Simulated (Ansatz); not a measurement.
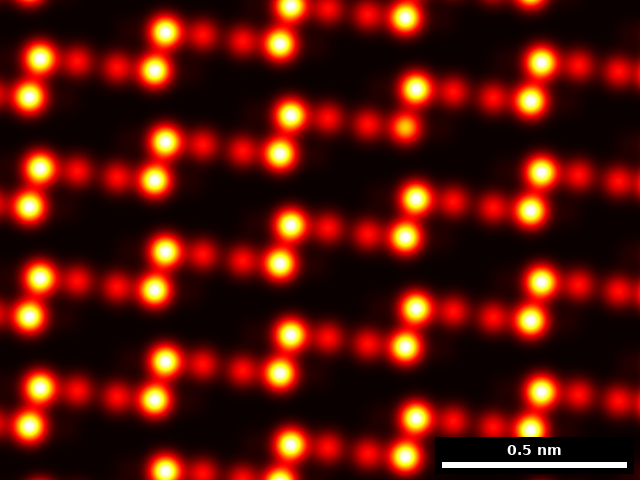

Z-contrast image of GaIO (P4/nmm, No. 129) along [211]. Simulation: incoherent imaging, intensity Z^1.8 per atom, probe width 0.69 Å, thin sample.

The sample is 3 repeats (38.4 Å) thick. One point defect was put into the perfect crystal, without relaxing the atoms around it. Brightness is counted from the darkest point of the image. Host structure: the end point of a relaxation with DFT, PAW plane waves, pbe in Ansatz; the starting structure was generated, so it need not be a known form of this composition.

### Where is the defect (in Å from the left and the top edge), and what does its contrast suggest?

At about 11 Å from the left and 3 Å from the top. The column is dimmer, which points to a vacancy or a lighter atom. The column holds 3 atoms (I) through the sample, and one I atom is missing, so its peak drops to about 65 % of that of its equals.
